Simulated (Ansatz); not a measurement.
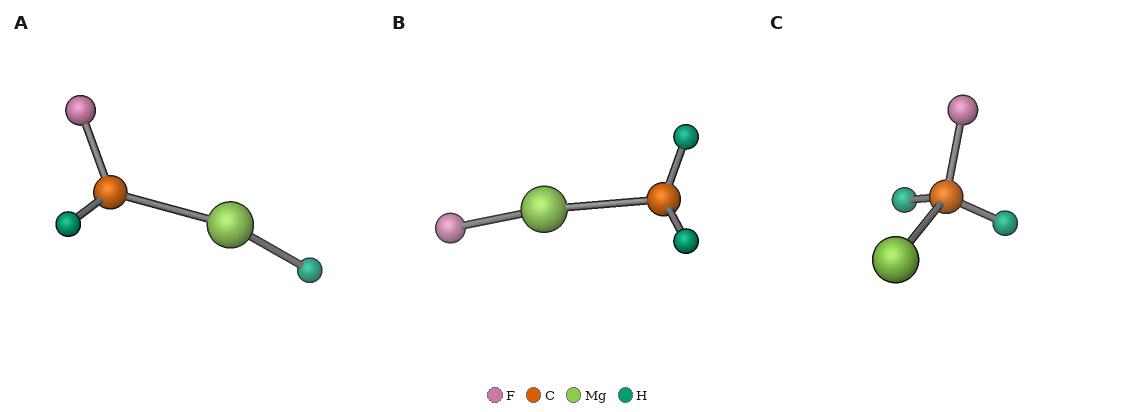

3 stationary structures of one formula. The species has charge −1 and is a spin singlet. Geometries: PBE0-D4/def2-TZVPD. Electronic energies: RHF-CCSD(T) (frozen core)/def2-TZVPPD (Ansatz 0.2.0), without zero-point energy. No frequency run is at hand to confirm each as a minimum.

Question: Which structure is the most stable?

Answer: B is lowest; C lies 31.6 kcal/mol above it (Cs), A lies 69.6 kcal/mol above it (C1).
